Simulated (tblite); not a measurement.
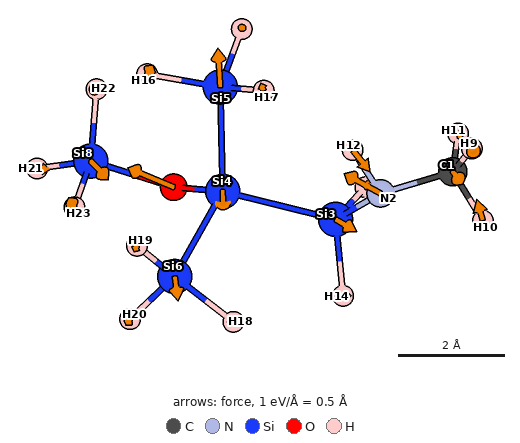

Starting geometry of CH15NOSi5 with the computed forces as orange arrows. The picture is a ball-and-stick view, seen face on.

All numbers below come from tblite 0.8.0, GFN2-xTB geometry optimisation, gas phase. 

> Is this structure relaxed? If not, where do the atoms go?

It isn't relaxed: the largest force vector, on the O atom, is 2.62 eV/Å. The final displacements have little in common with the starting forces (cosine between the two patterns 0.28). The energy falls by 1.935 eV in 185 geometry steps. The atom that moves furthest after the best rigid fit is an H atom (1.73 Å). Largest moves by element: H 1.73 Å, Si 0.75 Å, C 0.70 Å, O 0.69 Å, N 0.38 Å. Near-neighbour distances that change, for instance: Si–Si 3.395 → 4.243 Å, Si–Si 2.719 → 3.198 Å, Si–Si 2.208 → 2.341 Å, O–Si 1.729 → 1.609 Å. Bond angles that change, for instance: Si–O–Si 104.6° → 156.8°, Si–N–H 105.3° → 118.8°, Si–Si–O 113.6° → 100.4°. Groups turn about Si–Si by about 30°.
